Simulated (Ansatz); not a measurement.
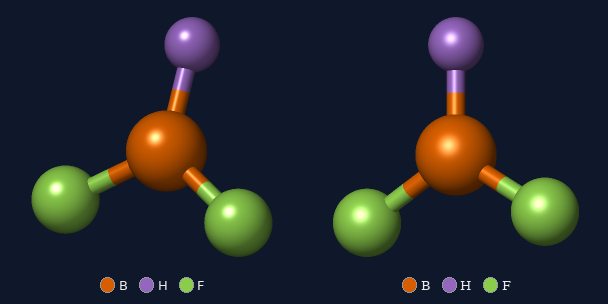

Two views of one molecule.

**Give the formula.**

BF2H, 4 atoms: 1 boron, 2 fluorine and 1 hydrogen.

**Which point group does it belong to?**

C2v.

**How many bonds of each kind are drawn?**

2 B–F, 1 B–H. Sticks follow a distance rule.

**How many sets of symmetry-equivalent atoms are there?**

3: 1 B, 1 H, 2 F.

The parts below concern this one geometry. Atoms keep their numbers from picture to picture. The geometry was computed by an optimisation with PBE0-D4/def2-TZVP.

## Dipole moment

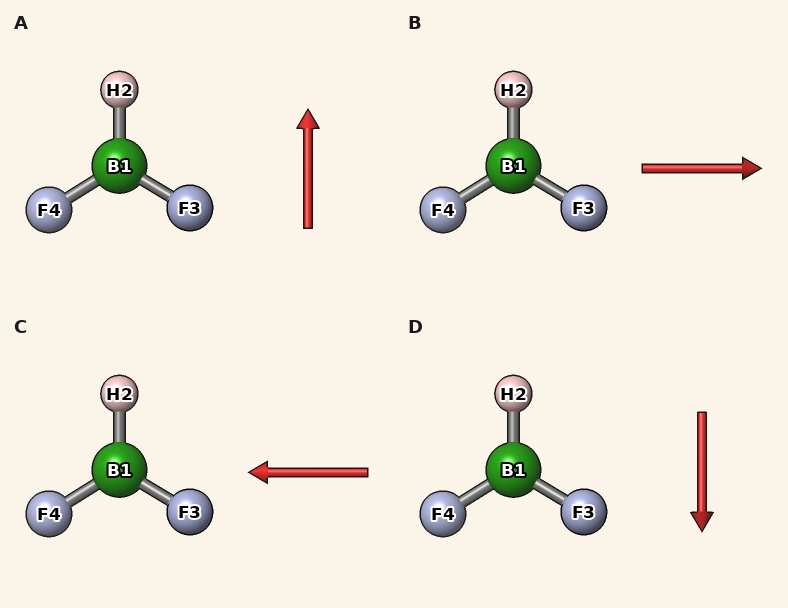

The same molecule four times, each with an arrow. Properties computed with RKS PBE0-D4/def2-TZVP (Ansatz 0.2.0).

**Which arrow points along the dipole moment, from the negative to the positive end?**

A. The dipole moment is 0.89 D; it points from the side of F3, F4 to the side of H2 (the outermost atoms at the two ends).

## Vibrations

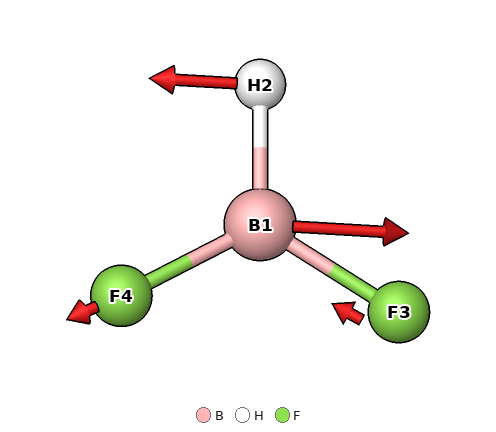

The arrows show one normal mode. Harmonic vibrations computed with RKS PBE0-D4/def2-TZVP (Ansatz 0.2.0) at a stationary point of the same level.

**Estimate its harmonic wavenumber.**

1445 cm⁻¹; it is mode 5 of 6 counted from the lowest.

## Charges

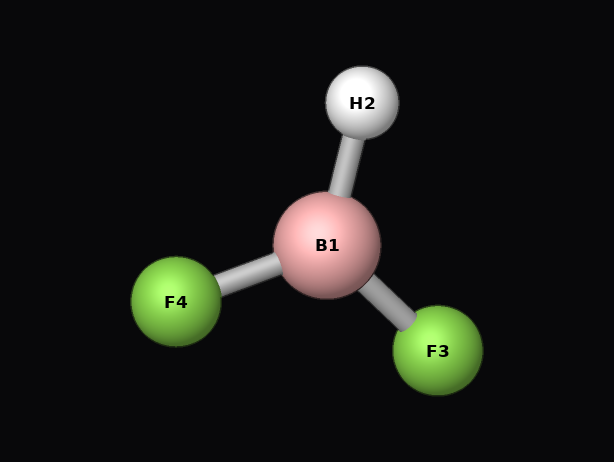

The questions are on Mulliken charges. Method: RKS PBE0-D4/def2-TZVP (Ansatz 0.2.0).

List the Mulliken charges.

| atom | value (e) |
| --- | --- |
| B1 | 0.44 |
| H2 | 0.00 |
| F3 | −0.22 |
| F4 | −0.22 |

Mulliken values depend strongly on the basis set and can even reverse the polarity of a bond.
